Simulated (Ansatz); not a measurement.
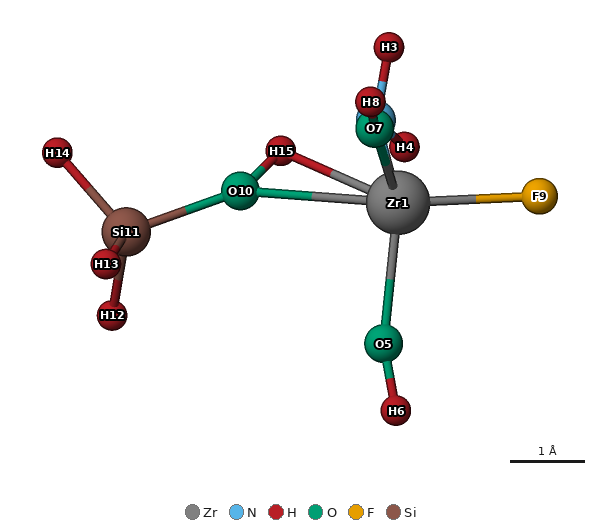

Fig. 1: The structure as given in the input (ball-and-stick view, seen at a tilt; atoms are numbered from 1 in the order of the input). Sticks mark near contacts.

## ZrSiNH₈O₃F: molecular dynamics (part 1 of 4)

System: ZrSiNH₈O₃F.
Method: RHF/def2-SVP (Ansatz 0.2.0).

It belongs to a series of runs on one base structure; here: dynamics from the highest image of the converged band. Figures and captions count atoms from 1; the log counts them from 0 in places.

The program's output
```
Engine: ansatz 0.2.0, x86_64-unknown-linux-gnu
Functional definition: HF
  exchange = exact_x
  correlation = 0
1676 factors; integrals over basis functions are off by at most 4.3e-4 eV
mean field evaluation 1: about -19542.1144 eV, gradient 7.0e1 eV
mean field evaluation 2: about -19542.2321 eV, gradient 7.0e1 eV
mean field evaluation 4: about -19551.3010 eV, gradient 3.8e0 eV
mean field evaluation 8: about -19551.3820 eV, gradient 5.6e-1 eV
mean field -19551.38272790 eV, -718.5000628471 hartree, gradient 8.6e-5 eV, S^2 0.000000; 0 other end points of the search recorded, 0 dependent functions left out
the calculation of the forces begins
reference -19551.38272790 eV, -718.5000628471 hartree; 37, 37 occupied and 122, 122 virtual orbitals, 1676 factors
md step     0: t =     0.00 fs  T =   100.0 K  F+E_penalty+E_count = -19551.38272790 eV  E_kin = 0.168038 eV  conserved = -19551.21468990 eV  (38 SCF iters)
these checks for a lower state are left out or cut short: starts, cluster_reference, orbital_swaps, neighbouring_geometries, increment
1676 factors; integrals over basis functions are off by at most 4.3e-4 eV
mean field evaluation 16: about -19551.3754 eV, gradient 1.2e0 eV
mean field -19551.37808289 eV, -718.4998921461 hartree, gradient 1.1e-5 eV, S^2 0.000000; 0 other end points of the search recorded, 0 dependent functions left out
the calculation of the forces begins
reference -19551.37808289 eV, -718.4998921461 hartree; 37, 37 occupied and 122, 122 virtual orbitals, 1676 factors
md step     1: t =     0.50 fs  T =    97.3 K  F+E_penalty+E_count = -19551.37808289 eV  E_kin = 0.163472 eV  conserved = -19551.21461114 eV  (38 SCF iters)
[... from here on the SCF iterations and repeated set-up lines of each step are left out, up to the last step ...]
md step     2: t =     1.00 fs  T =    90.1 K  F+E_penalty+E_count = -19551.36568182 eV  E_kin = 0.151319 eV  conserved = -19551.21436270 eV  (39 SCF iters)
md step     3: t =     1.50 fs  T =    80.6 K  F+E_penalty+E_count = -19551.34945245 eV  E_kin = 0.135402 eV  conserved = -19551.21405026 eV  (38 SCF iters)
md step     4: t =     2.00 fs  T =    71.7 K  F+E_penalty+E_count = -19551.33428574 eV  E_kin = 0.120476 eV  conserved = -19551.21380960 eV  (39 SCF iters)
md step     5: t =     2.50 fs  T =    65.6 K  F+E_penalty+E_count = -19551.32394931 eV  E_kin = 0.110216 eV  conserved = -19551.21373295 eV  (38 SCF iters)
md step     6: t =     3.00 fs  T =    63.0 K  F+E_penalty+E_count = -19551.31967542 eV  E_kin = 0.105856 eV  conserved = -19551.21381957 eV  (38 SCF iters)
md step     7: t =     3.50 fs  T =    63.2 K  F+E_penalty+E_count = -19551.32016111 eV  E_kin = 0.106173 eV  conserved = -19551.21398779 eV  (38 SCF iters)
md step     8: t =     4.00 fs  T =    64.7 K  F+E_penalty+E_count = -19551.32280617 eV  E_kin = 0.108672 eV  conserved = -19551.21413441 eV  (38 SCF iters)
md step     9: t =     4.50 fs  T =    66.1 K  F+E_penalty+E_count = -19551.32530247 eV  E_kin = 0.111109 eV  conserved = -19551.21419390 eV  (38 SCF iters)
md step    10: t =     5.00 fs  T =    66.9 K  F+E_penalty+E_count = -19551.32666420 eV  E_kin = 0.112501 eV  conserved = -19551.21416326 eV  (38 SCF iters)
md step    11: t =     5.50 fs  T =    67.4 K  F+E_penalty+E_count = -19551.32729587 eV  E_kin = 0.113206 eV  conserved = -19551.21408975 eV  (38 SCF iters)
md step    12: t =     6.00 fs  T =    68.0 K  F+E_penalty+E_count = -19551.32827178 eV  E_kin = 0.114234 eV  conserved = -19551.21403747 eV  (39 SCF iters)
md step    13: t =     6.50 fs  T =    69.2 K  F+E_penalty+E_count = -19551.33034443 eV  E_kin = 0.116293 eV  conserved = -19551.21405143 eV  (38 SCF iters)
md step    14: t =     7.00 fs  T =    70.9 K  F+E_penalty+E_count = -19551.33324826 eV  E_kin = 0.119114 eV  conserved = -19551.21413387 eV  (38 SCF iters)
md step    15: t =     7.50 fs  T =    72.3 K  F+E_penalty+E_count = -19551.33566676 eV  E_kin = 0.121423 eV  conserved = -19551.21424406 eV  (39 SCF iters)
md step    16: t =     8.00 fs  T =    72.3 K  F+E_penalty+E_count = -19551.33587356 eV  E_kin = 0.121555 eV  conserved = -19551.21431888 eV  (38 SCF iters)
md step    17: t =     8.50 fs  T =    70.5 K  F+E_penalty+E_count = -19551.33271941 eV  E_kin = 0.118414 eV  conserved = -19551.21430530 eV  (38 SCF iters)
md step    18: t =     9.00 fs  T =    66.8 K  F+E_penalty+E_count = -19551.32646384 eV  E_kin = 0.112278 eV  conserved = -19551.21418633 eV  (39 SCF iters)
md step    19: t =     9.50 fs  T =    62.5 K  F+E_penalty+E_count = -19551.31902299 eV  E_kin = 0.105029 eV  conserved = -19551.21399411 eV  (62 SCF iters)
md step    20: t =    10.00 fs  T =    59.3 K  F+E_penalty+E_count = -19551.31344099 eV  E_kin = 0.099638 eV  conserved = -19551.21380315 eV  (38 SCF iters)
md step    21: t =    10.50 fs  T =    58.9 K  F+E_penalty+E_count = -19551.31272127 eV  E_kin = 0.099022 eV  conserved = -19551.21369904 eV  (39 SCF iters)
md step    22: t =    11.00 fs  T =    62.3 K  F+E_penalty+E_count = -19551.31850024 eV  E_kin = 0.104764 eV  conserved = -19551.21373587 eV  (38 SCF iters)
md step    23: t =    11.50 fs  T =    69.2 K  F+E_penalty+E_count = -19551.33022387 eV  E_kin = 0.116321 eV  conserved = -19551.21390312 eV  (38 SCF iters)
md step    24: t =    12.00 fs  T =    78.1 K  F+E_penalty+E_count = -19551.34531076 eV  E_kin = 0.131181 eV  conserved = -19551.21413020 eV  (38 SCF iters)
md step    25: t =    12.50 fs  T =    86.8 K  F+E_penalty+E_count = -19551.36022834 eV  E_kin = 0.145899 eV  conserved = -19551.21432913 eV  (38 SCF iters)
md step    26: t =    13.00 fs  T =    93.7 K  F+E_penalty+E_count = -19551.37185806 eV  E_kin = 0.157419 eV  conserved = -19551.21443862 eV  (38 SCF iters)
md step    27: t =    13.50 fs  T =    97.6 K  F+E_penalty+E_count = -19551.37845120 eV  E_kin = 0.164003 eV  conserved = -19551.21444812 eV  (38 SCF iters)
md step    28: t =    14.00 fs  T =    98.5 K  F+E_penalty+E_count = -19551.37983633 eV  E_kin = 0.165453 eV  conserved = -19551.21438347 eV  (38 SCF iters)
md step    29: t =    14.50 fs  T =    96.9 K  F+E_penalty+E_count = -19551.37703585 eV  E_kin = 0.162752 eV  conserved = -19551.21428402 eV  (39 SCF iters)
md step    30: t =    15.00 fs  T =    93.7 K  F+E_penalty+E_count = -19551.37165125 eV  E_kin = 0.157468 eV  conserved = -19551.21418321 eV  (38 SCF iters)
md step    31: t =    15.50 fs  T =    90.0 K  F+E_penalty+E_count = -19551.36532343 eV  E_kin = 0.151222 eV  conserved = -19551.21410134 eV  (39 SCF iters)
md step    32: t =    16.00 fs  T =    86.5 K  F+E_penalty+E_count = -19551.35939304 eV  E_kin = 0.145345 eV  conserved = -19551.21404761 eV  (38 SCF iters)
md step    33: t =    16.50 fs  T =    83.7 K  F+E_penalty+E_count = -19551.35474298 eV  E_kin = 0.140718 eV  conserved = -19551.21402456 eV  (38 SCF iters)
md step    34: t =    17.00 fs  T =    82.0 K  F+E_penalty+E_count = -19551.35176341 eV  E_kin = 0.137735 eV  conserved = -19551.21402830 eV  (39 SCF iters)
md step    35: t =    17.50 fs  T =    81.2 K  F+E_penalty+E_count = -19551.35042777 eV  E_kin = 0.136382 eV  conserved = -19551.21404618 eV  (38 SCF iters)
md step    36: t =    18.00 fs  T =    81.2 K  F+E_penalty+E_count = -19551.35050318 eV  E_kin = 0.136444 eV  conserved = -19551.21405885 eV  (38 SCF iters)
md step    37: t =    18.50 fs  T =    82.0 K  F+E_penalty+E_count = -19551.35184397 eV  E_kin = 0.137791 eV  conserved = -19551.21405283 eV  (39 SCF iters)
md step    38: t =    19.00 fs  T =    83.6 K  F+E_penalty+E_count = -19551.35456404 eV  E_kin = 0.140524 eV  conserved = -19551.21403956 eV  (38 SCF iters)
md step    39: t =    19.50 fs  T =    86.2 K  F+E_penalty+E_count = -19551.35884464 eV  E_kin = 0.144791 eV  conserved = -19551.21405334 eV  (40 SCF iters)
md step    40: t =    20.00 fs  T =    89.4 K  F+E_penalty+E_count = -19551.36441148 eV  E_kin = 0.150286 eV  conserved = -19551.21412527 eV  (39 SCF iters)
md step    41: t =    20.50 fs  T =    92.7 K  F+E_penalty+E_count = -19551.37008299 eV  E_kin = 0.155833 eV  conserved = -19551.21424998 eV  (39 SCF iters)
md step    42: t =    21.00 fs  T =    94.9 K  F+E_penalty+E_count = -19551.37387038 eV  E_kin = 0.159492 eV  conserved = -19551.21437867 eV  (40 SCF iters)
md step    43: t =    21.50 fs  T =    94.8 K  F+E_penalty+E_count = -19551.37372963 eV  E_kin = 0.159284 eV  conserved = -19551.21444532 eV  (40 SCF iters)
md step    44: t =    22.00 fs  T =    91.8 K  F+E_penalty+E_count = -19551.36857899 eV  E_kin = 0.154175 eV  conserved = -19551.21440380 eV  (40 SCF iters)
md step    45: t =    22.50 fs  T =    86.2 K  F+E_penalty+E_count = -19551.35902604 eV  E_kin = 0.144776 eV  conserved = -19551.21425005 eV  (40 SCF iters)
md step    46: t =    23.00 fs  T =    79.4 K  F+E_penalty+E_count = -19551.34744449 eV  E_kin = 0.133420 eV  conserved = -19551.21402479 eV  (39 SCF iters)
md step    47: t =    23.50 fs  T =    73.5 K  F+E_penalty+E_count = -19551.33734790 eV  E_kin = 0.123549 eV  conserved = -19551.21379900 eV  (39 SCF iters)
md step    48: t =    24.00 fs  T =    70.6 K  F+E_penalty+E_count = -19551.33226807 eV  E_kin = 0.118617 eV  conserved = -19551.21365092 eV  (40 SCF iters)
md step    49: t =    24.50 fs  T =    71.9 K  F+E_penalty+E_count = -19551.33451677 eV  E_kin = 0.120879 eV  conserved = -19551.21363801 eV  (40 SCF iters)
md step    50: t =    25.00 fs  T =    77.7 K  F+E_penalty+E_count = -19551.34429192 eV  E_kin = 0.130521 eV  conserved = -19551.21377043 eV  (40 SCF iters)
md step    51: t =    25.50 fs  T =    86.6 K  F+E_penalty+E_count = -19551.35952390 eV  E_kin = 0.145521 eV  conserved = -19551.21400280 eV  (63 SCF iters)
md step    52: t =    26.00 fs  T =    96.6 K  F+E_penalty+E_count = -19551.37659208 eV  E_kin = 0.162344 eV  conserved = -19551.21424814 eV  (40 SCF iters)
md step    53: t =    26.50 fs  T =   105.5 K  F+E_penalty+E_count = -19551.39168182 eV  E_kin = 0.177267 eV  conserved = -19551.21441481 eV  (39 SCF iters)
md step    54: t =    27.00 fs  T =   111.7 K  F+E_penalty+E_count = -19551.40222165 eV  E_kin = 0.187776 eV  conserved = -19551.21444553 eV  (39 SCF iters)
md step    55: t =    27.50 fs  T =   115.1 K  F+E_penalty+E_count = -19551.40774957 eV  E_kin = 0.193398 eV  conserved = -19551.21435184 eV  (40 SCF iters)
md step    56: t =    28.00 fs  T =   116.4 K  F+E_penalty+E_count = -19551.40973395 eV  E_kin = 0.195526 eV  conserved = -19551.21420783 eV  (39 SCF iters)
md step    57: t =    28.50 fs  T =   116.8 K  F+E_penalty+E_count = -19551.41042154 eV  E_kin = 0.196312 eV  conserved = -19551.21410951 eV  (40 SCF iters)
md step    58: t =    29.00 fs  T =   117.4 K  F+E_penalty+E_count = -19551.41136820 eV  E_kin = 0.197255 eV  conserved = -19551.21411321 eV  (40 SCF iters)
md step    59: t =    29.50 fs  T =   118.1 K  F+E_penalty+E_count = -19551.41257678 eV  E_kin = 0.198378 eV  conserved = -19551.21419904 eV  (40 SCF iters)
md step    60: t =    30.00 fs  T =   118.1 K  F+E_penalty+E_count = -19551.41277950 eV  E_kin = 0.198490 eV  conserved = -19551.21428976 eV  (40 SCF iters)
md step    61: t =    30.50 fs  T =   116.8 K  F+E_penalty+E_count = -19551.41060656 eV  E_kin = 0.196301 eV  conserved = -19551.21430512 eV  (39 SCF iters)
md step    62: t =    31.00 fs  T =   114.0 K  F+E_penalty+E_count = -19551.40582299 eV  E_kin = 0.191611 eV  conserved = -19551.21421195 eV  (40 SCF iters)
md step    63: t =    31.50 fs  T =   110.6 K  F+E_penalty+E_count = -19551.39985458 eV  E_kin = 0.185812 eV  conserved = -19551.21404255 eV  (39 SCF iters)
md step    64: t =    32.00 fs  T =   108.0 K  F+E_penalty+E_count = -19551.39530916 eV  E_kin = 0.181433 eV  conserved = -19551.21387585 eV  (40 SCF iters)
md step    65: t =    32.50 fs  T =   107.7 K  F+E_penalty+E_count = -19551.39475936 eV  E_kin = 0.180962 eV  conserved = -19551.21379778 eV  (40 SCF iters)
md step    66: t =    33.00 fs  T =   110.4 K  F+E_penalty+E_count = -19551.39940411 eV  E_kin = 0.185545 eV  conserved = -19551.21385883 eV  (40 SCF iters)
md step    67: t =    33.50 fs  T =   115.6 K  F+E_penalty+E_count = -19551.40827601 eV  E_kin = 0.194228 eV  conserved = -19551.21404793 eV  (39 SCF iters)
md step    68: t =    34.00 fs  T =   121.5 K  F+E_penalty+E_count = -19551.41840484 eV  E_kin = 0.204109 eV  conserved = -19551.21429581 eV  (40 SCF iters)
md step    69: t =    34.50 fs  T =   125.8 K  F+E_penalty+E_count = -19551.42589688 eV  E_kin = 0.211393 eV  conserved = -19551.21450401 eV  (40 SCF iters)
md step    70: t =    35.00 fs  T =   126.7 K  F+E_penalty+E_count = -19551.42748129 eV  E_kin = 0.212897 eV  conserved = -19551.21458471 eV  (39 SCF iters)
md step    71: t =    35.50 fs  T =   123.4 K  F+E_penalty+E_count = -19551.42188918 eV  E_kin = 0.207392 eV  conserved = -19551.21449676 eV  (39 SCF iters)
md step    72: t =    36.00 fs  T =   116.8 K  F+E_penalty+E_count = -19551.41049338 eV  E_kin = 0.196227 eV  conserved = -19551.21426642 eV  (39 SCF iters)
md step    73: t =    36.50 fs  T =   108.8 K  F+E_penalty+E_count = -19551.39688576 eV  E_kin = 0.182902 eV  conserved = -19551.21398381 eV  (39 SCF iters)
md step    74: t =    37.00 fs  T =   102.2 K  F+E_penalty+E_count = -19551.38546787 eV  E_kin = 0.171702 eV  conserved = -19551.21376629 eV  (39 SCF iters)
md step    75: t =    37.50 fs  T =    98.7 K  F+E_penalty+E_count = -19551.37962923 eV  E_kin = 0.165929 eV  conserved = -19551.21370021 eV  (40 SCF iters)
md step    76: t =    38.00 fs  T =    99.2 K  F+E_penalty+E_count = -19551.38041799 eV  E_kin = 0.166625 eV  conserved = -19551.21379292 eV  (40 SCF iters)
md step    77: t =    38.50 fs  T =   102.6 K  F+E_penalty+E_count = -19551.38642792 eV  E_kin = 0.172456 eV  conserved = -19551.21397170 eV  (40 SCF iters)
md step    78: t =    39.00 fs  T =   107.6 K  F+E_penalty+E_count = -19551.39489961 eV  E_kin = 0.180765 eV  conserved = -19551.21413461 eV  (40 SCF iters)
md step    79: t =    39.50 fs  T =   112.5 K  F+E_penalty+E_count = -19551.40327456 eV  E_kin = 0.189061 eV  conserved = -19551.21421360 eV  (40 SCF iters)
md step    80: t =    40.00 fs  T =   116.7 K  F+E_penalty+E_count = -19551.41025946 eV  E_kin = 0.196054 eV  conserved = -19551.21420516 eV  (40 SCF iters)
md step    81: t =    40.50 fs  T =   120.1 K  F+E_penalty+E_count = -19551.41592284 eV  E_kin = 0.201768 eV  conserved = -19551.21415493 eV  (40 SCF iters)
md step    82: t =    41.00 fs  T =   123.1 K  F+E_penalty+E_count = -19551.42101149 eV  E_kin = 0.206890 eV  conserved = -19551.21412100 eV  (40 SCF iters)
md step    83: t =    41.50 fs  T =   126.1 K  F+E_penalty+E_count = -19551.42605192 eV  E_kin = 0.211911 eV  conserved = -19551.21414074 eV  (64 SCF iters)
md step    84: t =    42.00 fs  T =   128.9 K  F+E_penalty+E_count = -19551.43077212 eV  E_kin = 0.216560 eV  conserved = -19551.21421254 eV  (40 SCF iters)
md step    85: t =    42.50 fs  T =   130.8 K  F+E_penalty+E_count = -19551.43410417 eV  E_kin = 0.219801 eV  conserved = -19551.21430358 eV  (40 SCF iters)
md step    86: t =    43.00 fs  T =   131.1 K  F+E_penalty+E_count = -19551.43468619 eV  E_kin = 0.220319 eV  conserved = -19551.21436681 eV  (40 SCF iters)
md step    87: t =    43.50 fs  T =   129.3 K  F+E_penalty+E_count = -19551.43159497 eV  E_kin = 0.217234 eV  conserved = -19551.21436120 eV  (40 SCF iters)
md step    88: t =    44.00 fs  T =   125.4 K  F+E_penalty+E_count = -19551.42499147 eV  E_kin = 0.210724 eV  conserved = -19551.21426725 eV  (40 SCF iters)
md step    89: t =    44.50 fs  T =   120.4 K  F+E_penalty+E_count = -19551.41641802 eV  E_kin = 0.202319 eV  conserved = -19551.21409890 eV  (40 SCF iters)
md step    90: t =    45.00 fs  T =   115.8 K  F+E_penalty+E_count = -19551.40855985 eV  E_kin = 0.194652 eV  conserved = -19551.21390770 eV  (40 SCF iters)
md step    91: t =    45.50 fs  T =   113.5 K  F+E_penalty+E_count = -19551.40441923 eV  E_kin = 0.190647 eV  conserved = -19551.21377208 eV  (39 SCF iters)
md step    92: t =    46.00 fs  T =   114.5 K  F+E_penalty+E_count = -19551.40610333 eV  E_kin = 0.192342 eV  conserved = -19551.21376153 eV  (39 SCF iters)
md step    93: t =    46.50 fs  T =   118.9 K  F+E_penalty+E_count = -19551.41376502 eV  E_kin = 0.199870 eV  conserved = -19551.21389491 eV  (39 SCF iters)
md step    94: t =    47.00 fs  T =   125.7 K  F+E_penalty+E_count = -19551.42532470 eV  E_kin = 0.211202 eV  conserved = -19551.21412260 eV  (39 SCF iters)
md step    95: t =    47.50 fs  T =   132.6 K  F+E_penalty+E_count = -19551.43722629 eV  E_kin = 0.222873 eV  conserved = -19551.21435299 eV  (39 SCF iters)
md step    96: t =    48.00 fs  T =   137.7 K  F+E_penalty+E_count = -19551.44583541 eV  E_kin = 0.231333 eV  conserved = -19551.21450257 eV  (39 SCF iters)
md step    97: t =    48.50 fs  T =   139.4 K  F+E_penalty+E_count = -19551.44873688 eV  E_kin = 0.234205 eV  conserved = -19551.21453140 eV  (39 SCF iters)
md step    98: t =    49.00 fs  T =   137.4 K  F+E_penalty+E_count = -19551.44538403 eV  E_kin = 0.230936 eV  conserved = -19551.21444759 eV  (39 SCF iters)
md step    99: t =    49.50 fs  T =   132.5 K  F+E_penalty+E_count = -19551.43700630 eV  E_kin = 0.222715 eV  conserved = -19551.21429139 eV  (39 SCF iters)
md step   100: t =    50.00 fs  T =   126.1 K  F+E_penalty+E_count = -19551.42599657 eV  E_kin = 0.211880 eV  conserved = -19551.21411617 eV  (39 SCF iters)
md step   101: t =    50.50 fs  T =   119.7 K  F+E_penalty+E_count = -19551.41507565 eV  E_kin = 0.201103 eV  conserved = -19551.21397227 eV  (40 SCF iters)
md step   102: t =    51.00 fs  T =   114.6 K  F+E_penalty+E_count = -19551.40649384 eV  E_kin = 0.192598 eV  conserved = -19551.21389622 eV  (40 SCF iters)
md step   103: t =    51.50 fs  T =   111.6 K  F+E_penalty+E_count = -19551.40146199 eV  E_kin = 0.187564 eV  conserved = -19551.21389806 eV  (40 SCF iters)
md step   104: t =    52.00 fs  T =   110.7 K  F+E_penalty+E_count = -19551.39996595 eV  E_kin = 0.186002 eV  conserved = -19551.21396354 eV  (40 SCF iters)
md step   105: t =    52.50 fs  T =   111.3 K  F+E_penalty+E_count = -19551.40100931 eV  E_kin = 0.186957 eV  conserved = -19551.21405230 eV  (40 SCF iters)
md step   106: t =    53.00 fs  T =   112.6 K  F+E_penalty+E_count = -19551.40325023 eV  E_kin = 0.189137 eV  conserved = -19551.21411312 eV  (40 SCF iters)
md step   107: t =    53.50 fs  T =   114.1 K  F+E_penalty+E_count = -19551.40578719 eV  E_kin = 0.191676 eV  conserved = -19551.21411094 eV  (39 SCF iters)
md step   108: t =    54.00 fs  T =   115.8 K  F+E_penalty+E_count = -19551.40867364 eV  E_kin = 0.194618 eV  conserved = -19551.21405604 eV  (40 SCF iters)
md step   109: t =    54.50 fs  T =   118.3 K  F+E_penalty+E_count = -19551.41275642 eV  E_kin = 0.198753 eV  conserved = -19551.21400325 eV  (40 SCF iters)
md step   110: t =    55.00 fs  T =   121.9 K  F+E_penalty+E_count = -19551.41883158 eV  E_kin = 0.204812 eV  conserved = -19551.21401910 eV  (40 SCF iters)
md step   111: t =    55.50 fs  T =   126.5 K  F+E_penalty+E_count = -19551.42663959 eV  E_kin = 0.212507 eV  conserved = -19551.21413220 eV  (40 SCF iters)
md step   112: t =    56.00 fs  T =   131.0 K  F+E_penalty+E_count = -19551.43445185 eV  E_kin = 0.220148 eV  conserved = -19551.21430375 eV  (39 SCF iters)
md step   113: t =    56.50 fs  T =   134.0 K  F+E_penalty+E_count = -19551.43965087 eV  E_kin = 0.225201 eV  conserved = -19551.21444998 eV  (39 SCF iters)
md step   114: t =    57.00 fs  T =   134.2 K  F+E_penalty+E_count = -19551.44000849 eV  E_kin = 0.225519 eV  conserved = -19551.21448927 eV  (40 SCF iters)
md step   115: t =    57.50 fs  T =   131.3 K  F+E_penalty+E_count = -19551.43494147 eV  E_kin = 0.220556 eV  conserved = -19551.21438595 eV  (40 SCF iters)
```
